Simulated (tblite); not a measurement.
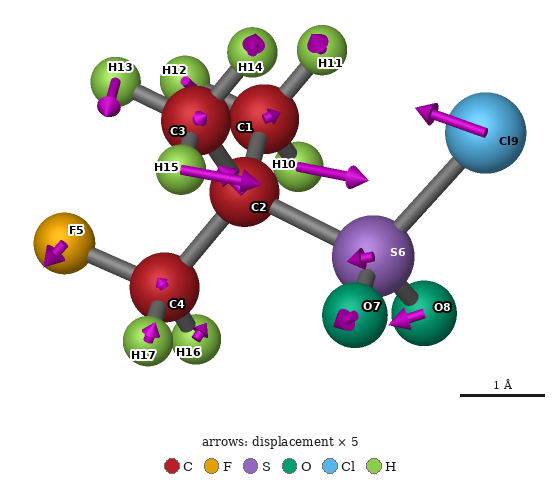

A relaxation of C$_{4}$H$_{8}$ClFO$_{2}$S. The starting structure is drawn; purple arrows show the displacements, magnified 5 times. The two geometries are superimposed by the best rigid fit.

The picture is a ball-and-stick view, seen at a tilt.

These are results of GFN2-xTB geometry optimisation, gas phase (tblite 0.8.0), not measurements. 

Q: Describe the change and its energy.

A: The atom that moves furthest after the best rigid fit is H10 (0.20 Å). Largest moves by element: H 0.20 Å, Cl 0.19 Å, C 0.09 Å, O 0.09 Å, F 0.08 Å, S 0.07 Å. Among the contacts that change: C2–S6 1.800 → 1.834 Å, C2–C3 1.542 → 1.510 Å, S6–Cl9 2.051 → 2.029 Å, S6–O7 1.448 → 1.428 Å. Among the angles between lasting bonds that change: C2–S6–Cl9 108.7° → 102.7°, C1–C2–C3 110.2° → 115.1°, C4–C2–S6 106.2° → 101.4°. The energy falls by 4.67 kcal/mol in 42 geometry steps.
